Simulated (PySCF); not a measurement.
## A study: C$_{2}$H$_{8}$Si, SMILES `C[SiH2]C`

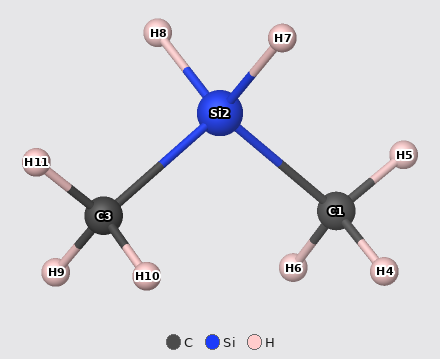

The molecule, with its atoms numbered as below. No frequency check shows the geometry to be a minimum.

Cartesian coordinates (Å):

```
C1      -1.5493    0.5266    0.0019
Si2      0.0000   -0.5714    0.0000
C3       1.5492    0.5266   -0.0020
H4      -1.5810    1.1682    0.8782
H5      -2.4543   -0.0734   -0.0089
H6      -1.5833    1.1680   -0.8743
H7       0.0006   -1.4231    1.1976
H8      -0.0007   -1.4232   -1.1975
H9       1.5809    1.1682   -0.8783
H10      1.5830    1.1684    0.8742
H11      2.4542   -0.0733    0.0089
```

## 1. Bonding charge

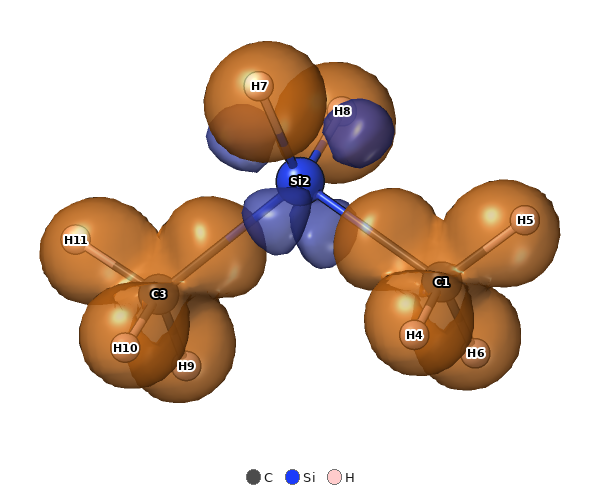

Deformation density (molecule less spherical, spin-averaged free atoms at the same positions), surfaces at ±0.1 e/Å³; orange: gain, blue: loss.

Computed with PySCF, ωB97X/def2-TZVP, geometry: GFN2-xTB.

**Describe the bonding that the map shows.**

C1–H5 and C3–H11: +0.69 e/Å³ at the bond critical point (bond length 1.09 Å, Mayer order 1.0). C1–H4, C3–H9, C1–H6 and C3–H10: +0.69 e/Å³ at the bond critical point (bond length 1.09 Å, Mayer order 1.0). Si2–H7 and Si2–H8: +0.23 e/Å³ at the bond critical point (bond length 1.47 Å, Mayer order 1.0). Si2–C3 and C1–Si2: +0.19 e/Å³ at the bond critical point (bond length 1.90 Å, Mayer order 1.0). In all, 2.6 electrons gather in the regions of gain relative to the promolecule.

**Where do the Hirshfeld charges lie?**

The highest Hirshfeld charge is on Si2 (+0.37 e), the lowest on C1 and C3 (−0.23 e).

## 2. Bond critical points

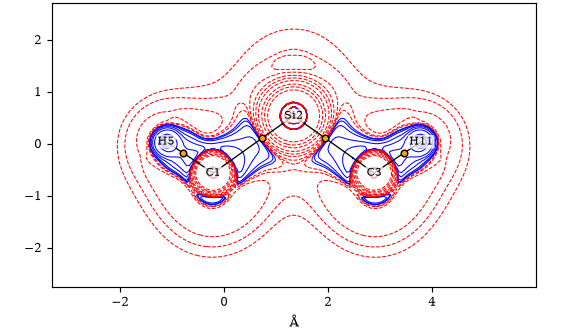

Negative Laplacian of the density (−∇²ρ) in the plane of C1, Si2, C3, H5 and H11 (solid blue lines positive, dashed red lines negative, contours at ±0.02 to ±8 a.u.), with bond paths and bond critical points (dots).

**At which bond critical points in this plane is charge locally concentrated, and at which depleted?**

Concentrated (∇²ρ < 0): C1–H5 and C3–H11 (−0.92 a.u.). Depleted (∇²ρ > 0): Si2–C3 and C1–Si2 (+0.16 a.u., H = −0.072). A positive Laplacian with clearly negative H marks a strongly polar covalent bond, whose critical point lies close to the core of the less electronegative atom.

**Where along C1–H5 does the critical point lie?**

0.69 Å from C1 and 0.40 Å from H5.

## 3. Local ionisation energy

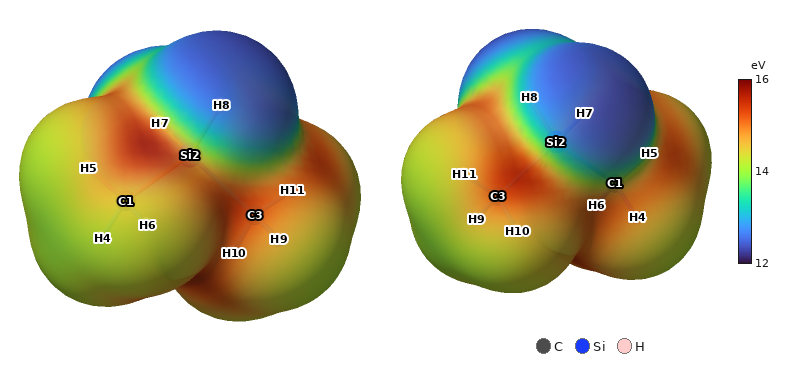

Average local ionisation energy on the surface of electron density 0.001 a.u. (back view left, front view right).

**Locate the minima of the map.**

The lowest value is 12.4 eV, 1.5 Å from H8, and at like points elsewhere. Further minima include 14.0 eV, near H5 (1.80 Å), H6 (1.92 Å), H4 (1.92 Å) and C1 (1.98 Å), and at like points elsewhere. For comparison, the highest occupied orbital lies at −11.1 eV.

**What volume does the surface enclose, and what is the dipole moment?**

About 109 Å³; the dipole moment is 0.6 D.

## 4. In an electric field

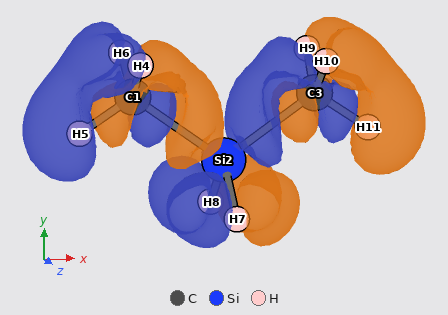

Change of the electron density in a uniform field of 0.21 V/Å, surfaces at ±0.0015 e/Å³ (orange: gain, blue: loss).

Computed with PySCF, ωB97X/def2-TZVP, geometry: GFN2-xTB. A basis without diffuse functions makes polarisabilities too small.

The field was applied in both directions; the picture shows the one opposite to the script's first.

**Along which Cartesian direction does the field point?**

Along −x: electrons gather on the +x side, against the field.

**How large is the response?**

The induced dipole is 0.57 D (along the field); α along this axis, from the fields in both directions, is 56 bohr³ (8.3 Å³).

## 5. Removing or adding an electron

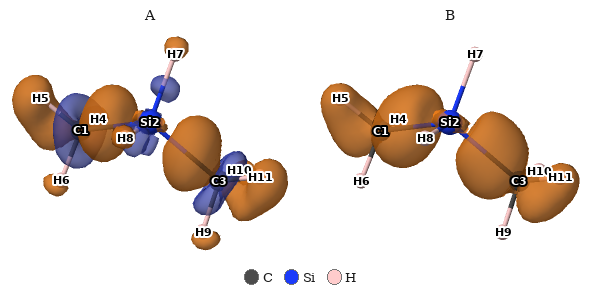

The Fukui function f⁻ from two separate SCF calculations and the density of the HOMO, at ±0.04 e/Å³ (orange positive, blue negative).

PySCF calculation, ωB97X/def2-TZVP, gas phase; geometry: GFN2-xTB.

**Which panel is which, and how good is the frozen-orbital picture?**

A is f⁻ (it has negative regions), B the HOMO density. The HOMO lies on C1 and C3 (27 % each), Si2 (25 %) and H5 and H11 (5 % each); f⁻ (Hirshfeld-condensed) is largest on Si2 (0.16) and C1 and C3 (0.15 each); the vertical ionisation energy is 11.01 eV (the stability of the cation's solution wasn't checked). Relaxation shifts 32 % of the electron between atoms. The orbital energy is −11.12 eV.

The PySCF runs shown took 12 s, 30 s and 43 s on 1 thread of Intel(R) Xeon(R) Platinum 8375C CPU @ 2.90GHz (Ice Lake) (shared host).
